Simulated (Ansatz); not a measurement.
**H$_{2}$O···SO$_{2}$ (SMILES O.O=S=O): density, localisation and related maps**

The calculation's input:

```
crystal:
  periodic: [false, false, false]
  atoms:
    - {symbol: O, position_ang: [-0.017200, 0.288901, -1.309576]}
    - {symbol: H, position_ang: [-0.552607, -0.476776, -1.536953]}
    - {symbol: H, position_ang: [0.895224, 0.020368, -1.450899]}
    - {symbol: O, position_ang: [-1.192609, -0.571481, 1.408174]}
    - {symbol: S, position_ang: [-0.259526, 0.514706, 1.332793]}
    - {symbol: O, position_ang: [1.126718, 0.224383, 1.556661]}
basis:
  gaussian: {orbitals: "def2-TZVPPD.json"}
hamiltonian: {xc: pbe0, dispersion: d4}
output: {orbitals: {seedname: orbitals}}
```

Command:

```sh
ansatz run in.yaml --threads 4 --pin off --events-out ev --progress --plain --max-ram 9574MiB
```

Geometry: PBE0-D4/def2-TZVP.

These are results of RKS PBE0-D4/def2-TZVPPD (Ansatz 0.2.0), not measurements.

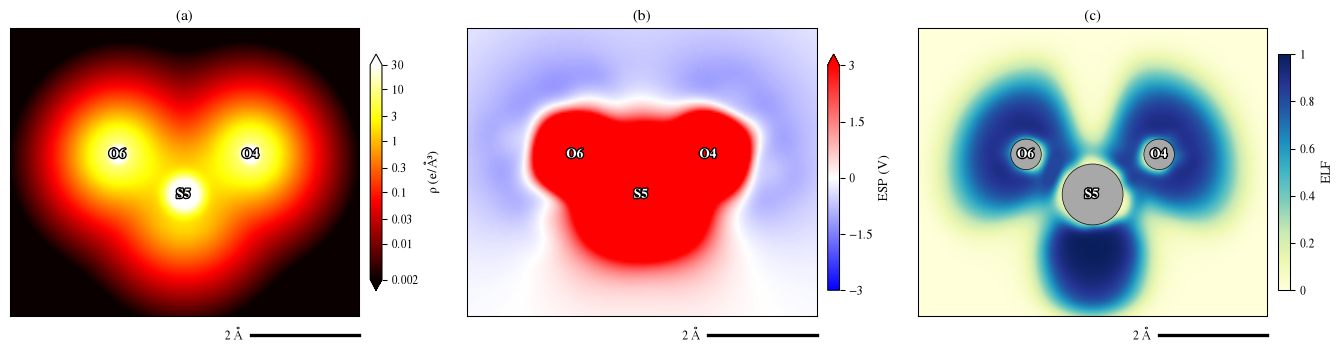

Figure 1. (a) total electron density; (b) electrostatic potential; (c) ELF on the plane of atoms O4, S5 and O6. Grey discs cover the atomic cores in the ELF map.

> What do the fields say about this system?

- The plane passes through O and S nuclei.
- S–O (1.43 Å): ρ is about 2.4 e/Å³ halfway; the ELF peaks at about 0.80 between the atoms: a short, strongly polar bond.
- The ELF also peaks beside S5, O4 and O6, away from the bonds: lone-pair regions.
- Outside the dense part of the complex the potential is most negative (−1.2 V) near O4 and O6.

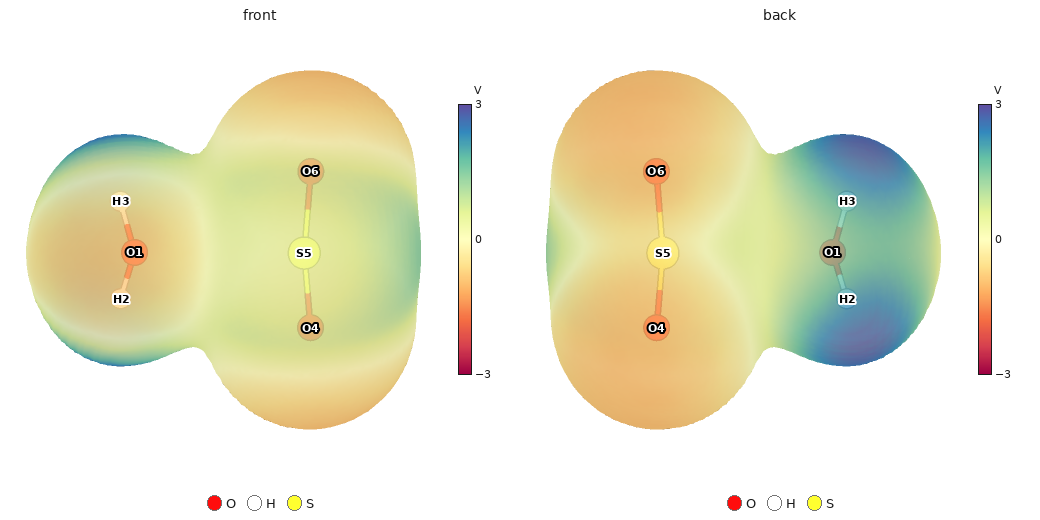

Figure 2. The electrostatic potential painted on the density surface at 0.002 e/bohr³, seen from the front and from behind; the colour scale runs from red (negative) to blue (positive).

> Where is the surface potential most negative and most positive?

The most negative region (about −1.1 V, or −25 kcal/mol for a unit charge) lies over O4 and O6, the most positive (about +2.8 V, or +65 kcal/mol for a unit charge) over H2 and H3.

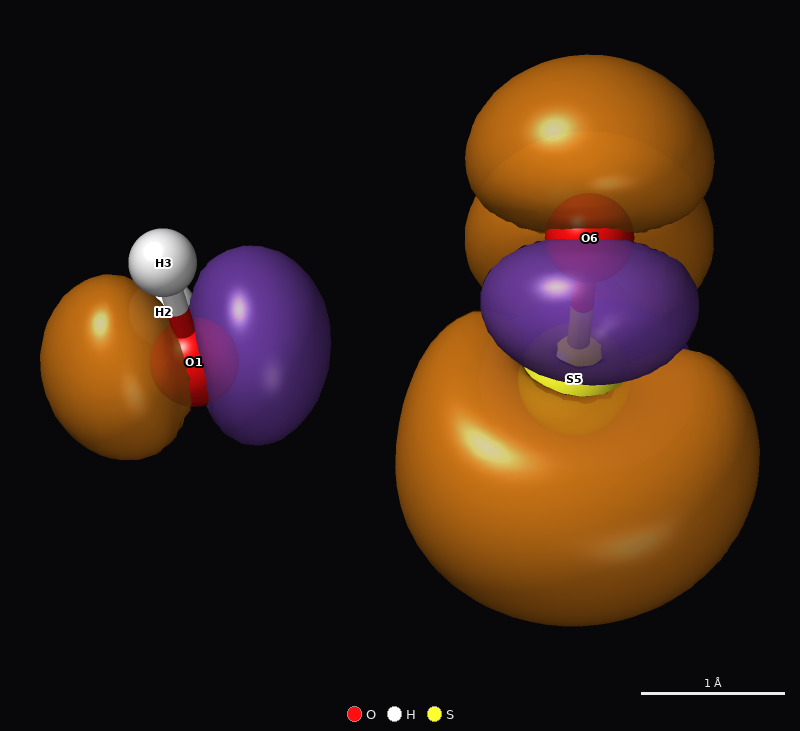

Figure 3. The HOMO at ±0.1 Å⁻³ᐟ² (orange and purple are the two phases), seen from one side.

> Describe this orbital and give its energy.

By Hirshfeld shares it lies mainly on S5 (about 35 %), O4 (about 25 %), O6 (about 25 %) and O1 (about 10 %). Its energy is −8.96 eV.
